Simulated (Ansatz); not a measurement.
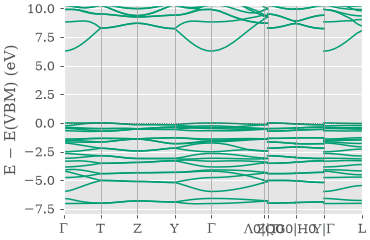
*Band structure from r²SCAN (plane waves, PAW; program Ansatz)*

### Question
Read off the gap and where the band edges lie.

### Answer
About 6.3 eV (6.27 eV by a search for the band edges); maximum on the Γ–T line, 83 % of the way from Γ, minimum at Γ.

The material is KPH2O4 in space group Fdd2 (No. 43; Pearson symbol oF64).

The first step of the workflow began from a Materials Project structure, measured or hypothetical; the Crystallography Open Database files this formula in space group No. 43, but the cells were not matched. Whether it is the stable phase at ambient conditions was not checked. Symmetry was held in the r²SCAN relaxation; its stability against distortions is not shown here.

Potentials: the earlier of the program's two PAW sets. The files were generated under PBE; for other functionals the program regenerates the frozen cores, and for LDA and PBEsol the local potential too.
